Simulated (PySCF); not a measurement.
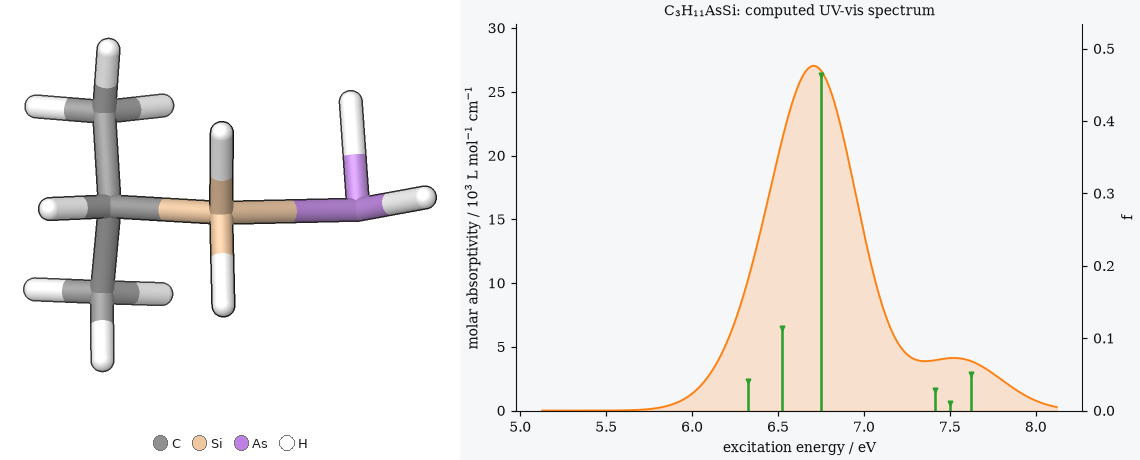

Computed absorption of C₃H₁₁AsSi, SMILES CC(C)[SiH2][AsH2]. Vertical TDDFT excitations, ωB97X-D/def2-SVPD (IEF-PCM dichloromethane) in PySCF, at a PBE0-D3(BJ)/def2-SVP geometry (no frequency check). The lowest 6 singlet states are shown; each is broadened by a Gaussian of 1/e half-width 0.33 eV. Sticks give oscillator strengths (right axis).

Q: Does any vertical transition fall in the visible?

A: No singlet lies below 3.1 eV (beyond 400 nm), so at this level no vertical transition falls in the visible.

Q: Which of the computed transitions is the brightest, and what character does the calculation give it?

A: S3 at 6.75 eV (184 nm), f = 0.464, mainly HOMO → LUMO (53 %).

Known limits of this run: one conformer of a flexible molecule; core orbitals are frozen in the response.
